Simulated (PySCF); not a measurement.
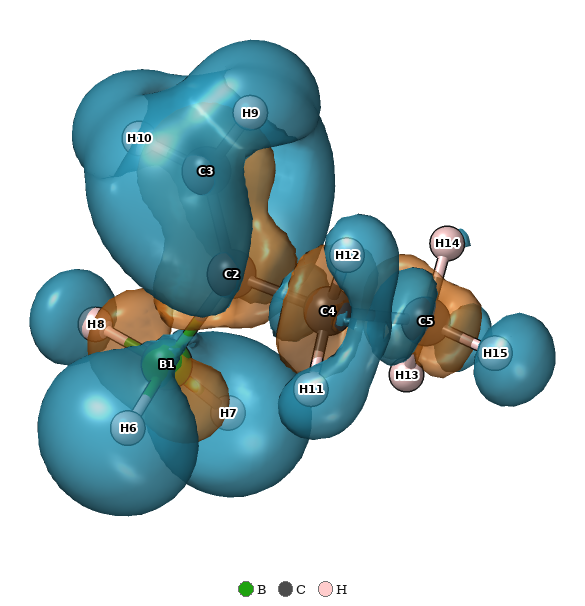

Figure 1: C₄H₁₀B, charge −1, SMILES `[BH3-]C(=C)CC`. Fukui function f⁻ = ρ(N) − ρ(N−1) at fixed geometry, surfaces at ±0.01 e/Å³ (light blue positive, orange negative).

Computed with PySCF, CAM-B3LYP/6-31+G*, geometry: GFN2-xTB. No frequency check shows the geometry to be a minimum.

Cartesian coordinates (Å):

```
B1      -1.2942   -1.3324   -0.0525
C2      -0.5895    0.1226    0.1059
C3      -1.1528    1.2867   -0.1916
C4       0.8203    0.1524    0.6560
C5       1.8346   -0.1627   -0.4424
H6      -1.4292   -1.8179    1.0677
H7      -0.5812   -2.0796   -0.7157
H8      -2.3874   -1.2422   -0.5876
H9      -0.6630    2.2543   -0.0425
H10     -2.1509    1.3460   -0.6023
H11      0.9118   -0.5999    1.4446
H12      1.0619    1.1355    1.0919
H13      1.5795   -1.1178   -0.8939
H14      1.7998    0.6023   -1.2183
H15      2.8537   -0.2129   -0.0485
```

Q: On which atoms does the density change most on removal of an electron?

A: f⁻ (Hirshfeld-condensed) is largest on C3 (0.23); the vertical detachment energy is 3.67 eV. Condensed values hint at sites of electrophilic attack but needn't mark the atom that reacts. Orbital relaxation makes it negative in places (0.21 e in all).

```
atom     f⁻  charge
  B1  +0.10   −0.18
  C2  +0.11   −0.09
  C3  +0.23   −0.19
  C4  +0.02   −0.08
  C5  +0.03   −0.11
  H6  +0.12   −0.15
  H7  +0.11   −0.14
  H8  +0.04   −0.15
  H9  +0.07   −0.01
 H10  +0.06   +0.01
 H11  +0.03   +0.02
 H12  +0.03   +0.01
 H13  +0.01   +0.03
 H14  +0.02   +0.02
 H15  +0.04   +0.01
```

Cost of the run: 3.6 min on 1 thread of Arm Neoverse V1, with other jobs on the host, peak memory 0.71 GiB.
